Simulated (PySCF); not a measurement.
Molecule: Mg(NH2)(SeH), SMILES [SeH][Mg][NH2] (H3MgNSe). Atoms near the plane z = 0.0 Å, at the CAM-B3LYP/def2-SVP optimised geometry (x, y, z in Å): Mg1 (0.0, -0.7, 0.0), N2 (1.9, -0.7, 0.0), H3 (2.5, -0.7, 0.8), H4 (2.5, -0.7, -0.8), Se5 (-2.4, -0.7, 0.0), H6 (-2.5, 0.7, 0.0).

Computed with PySCF with CAM-B3LYP/def2-TZVP. Cells within 0.4 Å of a nucleus heavier than hydrogen are left out (blank, or x). The values are rescaled to run from 0 to 1.

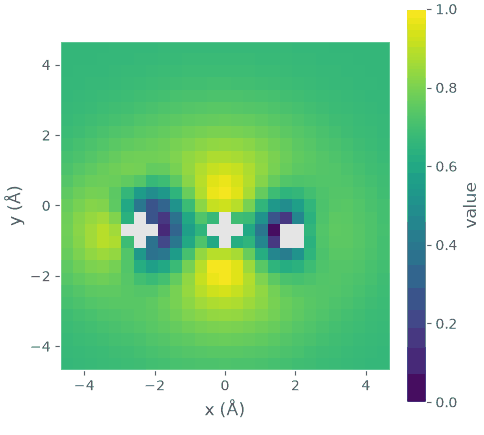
Figure. a field on the plane z = 0.0 Å.

Q: Which quantity is mapped?
(A) Laplacian of the electron density
(B) deformation density (molecule minus spherical neutral atoms)
(C) electron localisation function
(D) an orbital amplitude

A: D, an orbital amplitude. In full: LUMO amplitude (bohr^(-3/2)).
